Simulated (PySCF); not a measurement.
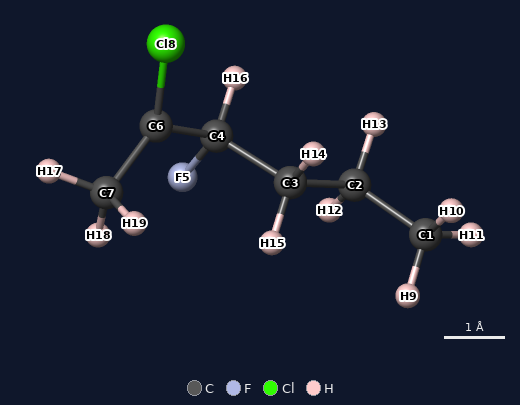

Fig. 1: The structure as given in the input (ball-and-stick view, seen at a tilt; atoms are numbered from 1 in the order of the input).

## C6H11ClF: EPR calculation

System: C6H11ClF, multiplicity 2.
Method: UKS B3LYP, pcH-1 on C Cl F H, non-relativistic, mean-field spin-orbit, GIAO (PySCF 2.14.0).

It belongs to a series of runs on one base structure; here: H added to sp2 C.

### Output
```
UKS, coarse grid
  cycle   1  E = -795.20478219  |g| = 4.71e-01
  cycle   2  E = -795.13828902  |g| = 6.55e-01
  cycle   3  E = -795.28979365  |g| = 7.60e-02
  cycle   4  E = -795.29130730  |g| = 4.07e-02
  cycle   5  E = -795.29202011  |g| = 6.83e-03
  cycle   6  E = -795.29204512  |g| = 3.02e-03
  cycle   7  E = -795.29204926  |g| = 9.53e-04
UKS, final grid
  cycle   1  E = -795.29195092  |g| = 1.08e-03
  cycle   2  E = -795.29195039  |g| = 1.54e-03
  cycle   3  E = -795.29195148  |g| = 1.24e-04
  cycle   4  E = -795.29195149  |g| = 6.42e-05
  cycle   5  E = -795.29195149  |g| = 2.65e-05
E = -795.29195149 Eh   <S^2> = 0.7540 (exact 0.7500)
g shifts (ppm)      1          2          3
  rmc          -178       -178       -178
  gc             -1         30         32
  oz_so        -568       4191       5510
  total        -747       4043       5365
hyperfine (MHz)  atom isotope    a_iso     a_fc   dipolar eigenvalues
    0   13C       2.76       2.76     -0.42     -0.41      0.83
    1   13C       5.29       5.29     -1.26     -1.23      2.49
    2   13C      40.95      40.97     -5.03     -4.72      9.75
    3   13C     -31.42     -31.41     -2.43     -1.96      4.38
    4   19F      73.95      73.72    -28.78    -24.51     53.28
    5   13C     139.58     139.10    -81.06    -80.92    161.98
    6   13C     -25.72     -25.75     -2.03     -0.81      2.84
    7  35Cl       5.04       5.19    -27.45    -16.79     44.24
    8    1H       0.25       0.25     -0.75     -0.47      1.22
    9    1H      -0.08      -0.08     -0.75     -0.47      1.21
   10    1H       2.94       2.94     -0.54     -0.34      0.87
   11    1H      -0.31      -0.31     -1.50     -0.80      2.31
   12    1H      -0.55      -0.56     -1.48     -0.71      2.19
   13    1H      -0.23      -0.24     -4.68     -1.78      6.46
   14    1H      -3.00      -3.00     -4.22     -1.51      5.74
   15    1H      29.92      29.91     -5.83     -4.12      9.95
   16    1H      56.34      56.32     -4.81     -4.62      9.43
   17    1H      12.58      12.57     -5.17     -4.21      9.38
   18    1H     132.14     132.13     -4.60     -3.00      7.60
```

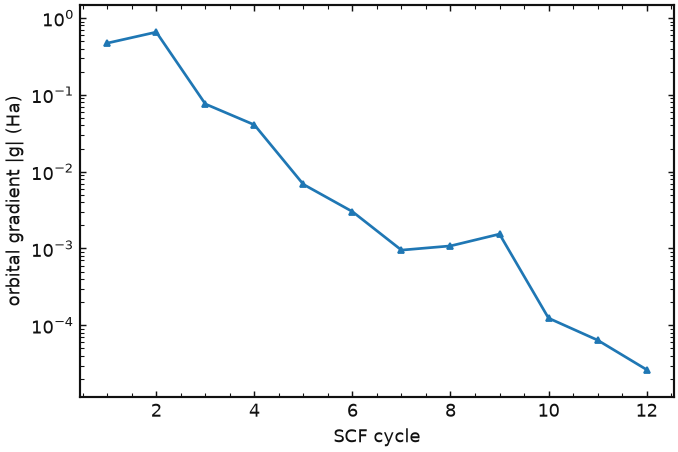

Fig. 2: Convergence of the self-consistent field: orbital gradient |g| against the SCF cycle. All cycles printed in the log are drawn one after another.

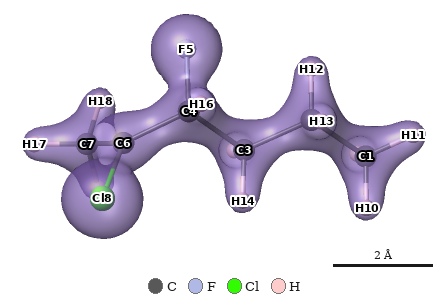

Fig. 3: Isosurface of the total electron density at 1 e/Å³ (purple), seen from the side. At this value the surface is in one piece. On the grid the lowest density along these lines, outside the cores, is 1.6 e/Å³ (C–F, 1.39 Å), 1.8 e/Å³ (C–C, 1.48 Å), 1.4 e/Å³ (C–Cl, 1.71 Å) and 1.9 e/Å³ (C–H, 1.09 Å).

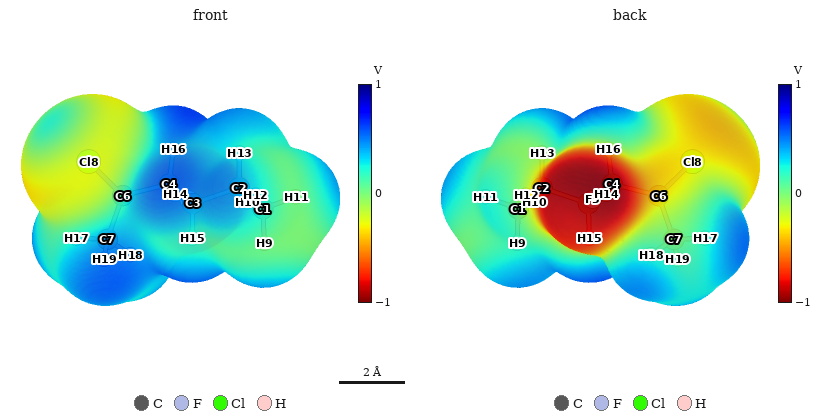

Fig. 4: The molecular electrostatic potential painted on the density surface at 0.001 e/bohr³, seen at a tilt and from behind; red is negative and blue positive. A positive charge is drawn to the negative regions and a negative charge to the positive ones.

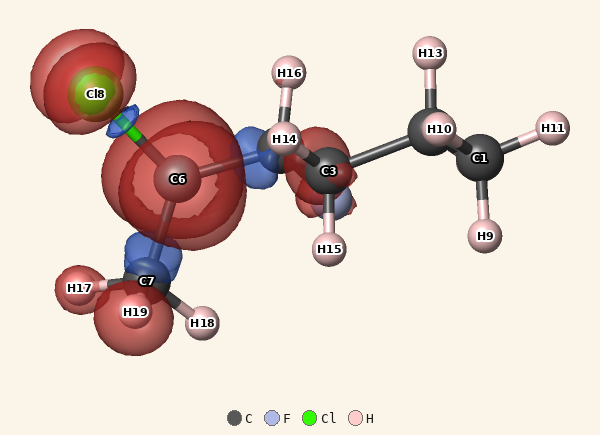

Fig. 5: Isosurfaces of the spin density at +0.02 (red) and −0.02 e/Å³ (blue), seen at a tilt. The unpaired spin (1 electron) lies mostly on C6 (about 0.6) and Cl8 (about 0.1), in electrons by Hirshfeld's partition.

The run was set up as follows.

### Input
```
{"job": {"kind": "epr", "basis": "pcH-1"}, "charge": 0, "multiplicity": 2}
C      2.724991    -0.318062    -0.942499
C      1.802152     0.074020     0.204433
C      0.343726    -0.235897    -0.123762
C     -0.604724     0.222045     0.999884
F     -0.537047     1.606703     1.080007
C     -2.017021    -0.179323     0.770093
C     -2.865801     0.452661    -0.264860
Cl    -2.477153    -1.705922     1.380157
H      2.476320     0.241692    -1.841098
H      2.632910    -1.379595    -1.161858
H      3.759814    -0.108418    -0.684149
H      1.902549     1.141895     0.405971
H      2.090873    -0.467761     1.108222
H      0.208572    -1.309591    -0.263375
H      0.052331     0.275073    -1.043046
H     -0.245303    -0.154386     1.966637
H     -3.912072     0.448455     0.039347
H     -2.539661     1.479649    -0.412699
H     -2.805262    -0.073987    -1.224866
```

The first line tells a small driver script what to run in PySCF; the rest is the geometry in Å.

Launch command:
```bash
OMP_NUM_THREADS=1 python <driver script> task.json out
```

### Results in brief

| quantity | value |
| --- | --- |
| outcome | converged |
| total energy | −795.291951 hartree |
| ⟨S²⟩ | 0.754 |
| isotropic g | 2.0052 |
| hardware | 1 CPU thread, shared host |
| wall time | 2 min |
| peak memory | 1.1 GiB |
